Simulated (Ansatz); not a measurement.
**A van 't Hoff estimate for SiN2H6 ⇌ SiH3 + N2H3**

Species: SiN2H6 `NN[SiH3]`, singlet; SiH3 (silyl radical) `[SiH3]`, doublet; N2H3 (hydrazinyl radical) `[NH]N`, doublet. 

The electronic reaction energy at CCSD(T)/CBS estimate is +344.2 kJ/mol. Shapes: PBE0-D4/def2-TZVP. Flexible molecules stand in one conformer, not always the lowest. Programs: Ansatz 0.2.0. Enthalpy and entropy come from rigid-rotor, harmonic-oscillator sums on unscaled PBE0-D4/def2-TZVP wavenumbers, ideal gases at 1 bar; R ln 2 is added for the mirror twin of the chiral shape of SiN2H6, N2H3. Symmetry numbers: SiN2H6 1, SiH3 3, N2H3 1. R = 8.3145 J/(mol K).

| T (K) | ΔH (kJ/mol) | ΔS (J/(mol K)) |
| --- | --- | --- |
| 500 | +329.4 | +151.0 |
| 700 | +327.6 | +148.1 |
| 900 | ? | ? |

Task: Work out ln K at 500 and 700 K, and from these estimate it at 900 K.

Result: 
1. 500 K: ΔG = +329.4 − 500 × (+151.0)/1000 = +253.9 kJ/mol; ln K = −ΔG/RT = -61.07.
2. 700 K: ΔG = +327.6 − 700 × (+148.1)/1000 = +223.9 kJ/mol; ln K = −ΔG/RT = -38.47.
3. Slope against 1000/T: (-38.47 − (-61.07))/(1.4286 − 2.0000) = -39.55, that is −ΔH/R with ΔH near +329 kJ/mol.
4. 900 K: ln K = -61.07 + (-39.55) × (1.1111 − 2.0000) = -25.91.

The full sums give ΔH = +325.3 kJ/mol, ΔS = +145.2 J/(mol K), ΔG = +194.6 kJ/mol and ln K = -26.01 at 900 K, so the line is off by +0.10 in ln K; without rounding the miss is +0.08, from the change of ΔH with temperature. The reactants are favoured over this whole range. The number of molecules rises, which sets the sign of ΔS, and lower pressure favours the products. An error of 10 kJ/mol in the energy moves ln K by 1.3 at 900 K. Soft modes are treated as harmonic, which can err either way at these temperatures; the lowest are those of SiN2H6 (82 cm⁻¹). Other conformers aren't counted. Open shells run unrestricted. The CBS estimate extrapolates MP2 from def2-TZVPP and def2-QZVPP and adds CCSD(T) − MP2 in the triple-zeta set, cores frozen.

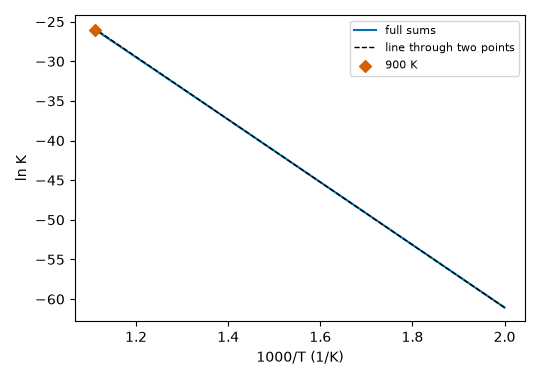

The van 't Hoff plot.
